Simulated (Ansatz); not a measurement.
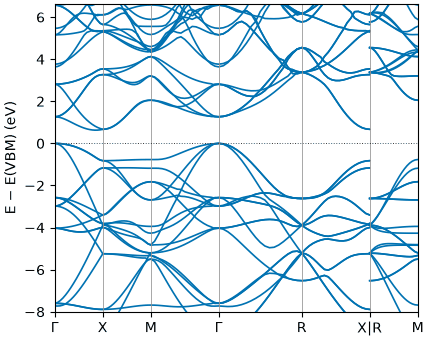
Figure: Band structure from plane-wave PAW PBE (Ansatz code)

Question: Read off the gap and where the band edges lie.

Answer: About 0.6 eV (0.63 eV by a search for the band edges); maximum at Γ, minimum on the Γ–X line, 85 % of the way from Γ.

Question: Pick the material that matches.
A. SrTiO3, cubic perovskite
B. ZnO, Pm-3n (Zn on 6c, O on 6d)
C. BP, Pm-3n (B on 6d, P on 6c)
D. KTaO3, cubic perovskite

Answer: C, BP, Pm-3n (B on 6d, P on 6c)

The start of the workflow was typed in or built on a structure type; neither database checked (COD, Materials Project) lists it. It is not the phase usual at ambient conditions (space group No. 216). Symmetry was held in the PBE relaxation; its stability against distortions is not shown here.

Potentials: the earlier of the program's two PAW sets.
